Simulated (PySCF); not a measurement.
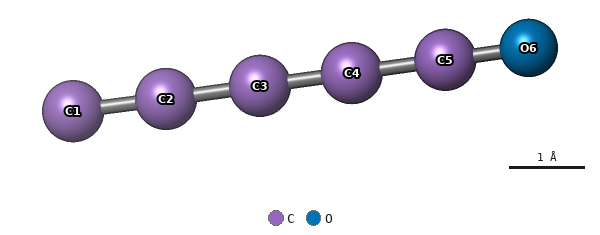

Figure 1. The structure (ball-and-stick view, seen at a tilt; atoms are numbered from 1 in the order of the input).

# Two runs on C₅O

System: C₅O (pentacarbon monoxide), SMILES [C-]#CC#CC#[O+].
Method of the first run: GIAO PBE0/pcSseg-1 NMR shielding, non-relativistic, IEF-PCM benzene (PySCF 2.14.0).

The geometry comes from this level: PBE0-D3(BJ)/def2-SVP. Text and figures count atoms from 1; the logs count them from 0 in places.

### Input file, the first run
```
{"job": {"kind": "nmr", "xc": "PBE0", "basis": "pcSseg-1", "solvent": "benzene", "pop": true}, "charge": 0, "multiplicity": 1}
C     -3.124368     0.099819     0.762195
C     -1.868347     0.054585     0.496239
C     -0.595001     0.014244     0.239471
C      0.648372    -0.025493    -0.012465
C      1.915984    -0.067650    -0.265142
O      3.048088    -0.105099    -0.490739
```

The first line tells a small driver script what to run in PySCF; the rest is the geometry in Å.

Command:
```bash
OMP_NUM_THREADS=1 python <driver script> task.json out
```

Hardware: 1 CPU thread, shared host.

### Output (the first run)
```
coarse grid: 6520 points
cycle   1  E = -265.0541156179  dE =  1.171e+00  |g| = 6.504e-01  |ddm| = 3.285e+00
cycle   2  E = -264.6845615233  dE =  3.696e-01  |g| = 1.460e+00  |ddm| = 2.411e+00
cycle   3  E = -265.1392299411  dE = -4.547e-01  |g| = 1.803e-01  |ddm| = 1.649e+00
cycle   4  E = -265.1450008347  dE = -5.771e-03  |g| = 1.036e-01  |ddm| = 3.787e-01
cycle   5  E = -265.1479123652  dE = -2.912e-03  |g| = 4.525e-02  |ddm| = 3.018e-01
cycle   6  E = -265.1484314626  dE = -5.191e-04  |g| = 7.366e-03  |ddm| = 6.311e-02
cycle   7  E = -265.1484369974  dE = -5.535e-06  |g| = 5.965e-03  |ddm| = 1.121e-02
cycle   8  E = -265.1484479787  dE = -1.098e-05  |g| = 5.250e-04  |ddm| = 5.543e-03
cycle   9  E = -265.1484480511  dE = -7.248e-08  |g| = 1.031e-04  |ddm| = 1.180e-03
final grid: 67248 points
cycle  10  E = -265.1981982564  dE =  6.635e-06  |g| = 1.109e-02  |ddm| = 9.438e-02
cycle  11  E = -265.1980794495  dE =  1.188e-04  |g| = 2.612e-02  |ddm| = 3.307e-02
cycle  12  E = -265.1982221214  dE = -1.427e-04  |g| = 1.630e-03  |ddm| = 2.258e-02
cycle  13  E = -265.1982228976  dE = -7.762e-07  |g| = 5.800e-04  |ddm| = 2.303e-03
cycle  14  E = -265.1982229941  dE = -9.642e-08  |g| = 1.780e-04  |ddm| = 1.388e-03
cycle  15  E = -265.1982230025  dE = -8.476e-09  |g| = 7.203e-05  |ddm| = 3.724e-04
cycle  16  E = -265.1982230039  dE = -1.387e-09  |g| = 2.047e-05  |ddm| = 8.560e-05
cycle  17  E = -265.1982230040  dE = -1.035e-10  |g| = 4.794e-06  |ddm| = 4.603e-05
converged SCF energy = -265.1982230040

GIAO shielding tensors (ppm)
atom      isotropic    diamagn.    paramagn.     s11        s22        s33       span
  0 C     -165.959     275.943    -441.902   -385.211   -385.174    272.507    657.718
  1 C       84.344     247.548    -163.204    -17.460    -17.458    287.951    305.411
  2 C      101.085     246.886    -145.802      8.835      8.843    285.576    276.741
  3 C      170.505     247.249     -76.744    110.964    110.972    289.577    178.613
  4 C       59.975     268.509    -208.534    -52.751    -52.746    285.423    338.174
  5 O      102.640     400.394    -297.754    -52.904    -52.879    413.702    466.605
```

The input of the second run differs as follows (lines with − go, lines with + come):
```diff
-"solvent": "benzene"
-"pop": true
+"solvent": "chloroform"
+"pop": false
```

Predict how the results change.

The total energy of the second run is 1.3 kcal/mol lower: the change of the electrostatic solvation energy at this fixed geometry, without cavity or dispersion terms. The dipole moment goes from 4.42 to 5.05 D. Of all shieldings, the largest change is that of C1, by +12.8 ppm. The SCF takes 16 iterations against 17.

### Output (the second run)
```
coarse grid: 6520 points
cycle   1  E = -265.0608653674  dE =  1.165e+00  |g| = 6.398e-01  |ddm| = 3.285e+00
cycle   2  E = -264.7445113730  dE =  3.164e-01  |g| = 1.394e+00  |ddm| = 2.278e+00
cycle   3  E = -265.1440536050  dE = -3.995e-01  |g| = 1.541e-01  |ddm| = 1.445e+00
cycle   4  E = -265.1486698872  dE = -4.616e-03  |g| = 8.007e-02  |ddm| = 2.658e-01
cycle   5  E = -265.1502117481  dE = -1.542e-03  |g| = 3.436e-02  |ddm| = 2.128e-01
cycle   6  E = -265.1504968829  dE = -2.851e-04  |g| = 4.212e-03  |ddm| = 5.215e-02
cycle   7  E = -265.1504978909  dE = -1.008e-06  |g| = 3.761e-03  |ddm| = 1.080e-02
cycle   8  E = -265.1505023629  dE = -4.472e-06  |g| = 5.890e-04  |ddm| = 5.580e-03
final grid: 67248 points
cycle   9  E = -265.2002510791  dE =  3.584e-06  |g| = 1.041e-02  |ddm| = 9.326e-02
cycle  10  E = -265.2001640612  dE =  8.702e-05  |g| = 2.352e-02  |ddm| = 2.815e-02
cycle  11  E = -265.2002716359  dE = -1.076e-04  |g| = 9.961e-04  |ddm| = 1.800e-02
cycle  12  E = -265.2002718594  dE = -2.235e-07  |g| = 4.723e-04  |ddm| = 1.137e-03
cycle  13  E = -265.2002719253  dE = -6.589e-08  |g| = 9.454e-05  |ddm| = 8.041e-04
cycle  14  E = -265.2002719271  dE = -1.747e-09  |g| = 6.298e-05  |ddm| = 3.027e-04
cycle  15  E = -265.2002719282  dE = -1.151e-09  |g| = 1.482e-05  |ddm| = 1.007e-04
cycle  16  E = -265.2002719283  dE = -5.662e-11  |g| = 4.220e-06  |ddm| = 4.013e-05
converged SCF energy = -265.2002719283

GIAO shielding tensors (ppm)
atom      isotropic    diamagn.    paramagn.     s11        s22        s33       span
  0 C     -153.204     277.388    -430.592   -366.212   -366.179    272.779    638.990
  1 C       83.392     247.207    -163.815    -18.900    -18.898    287.975    306.876
  2 C       99.972     246.896    -146.924      7.191      7.198    285.526    278.335
  3 C      169.103     247.002     -77.899    108.941    108.950    289.419    180.478
  4 C       59.451     268.604    -209.152    -53.437    -53.433    285.224    338.661
  5 O      100.222     400.350    -300.128    -56.473    -56.450    413.589    470.063
```

### The two runs side by side

```tsv
quantity	the first run	the second run
outcome	converged	converged
total energy (hartree)	−265.198223	−265.200272
HOMO (eV)	−8.36	−8.32
LUMO (eV)	−3.78	−3.74
dipole moment (D)	4.42	5.05
shielding of C1 (ppm)	−166.0	−153.2
shielding of C2 (ppm)	84.3	83.4
shielding of C3 (ppm)	101.1	100.0
shielding of C4 (ppm)	170.5	169.1
shielding of C5 (ppm)	60.0	59.5
shielding of O6 (ppm)	102.6	100.2
SCF iterations	17	16
basis functions	102	102
wall time (shared host)	5.5 s	4.1 s
```
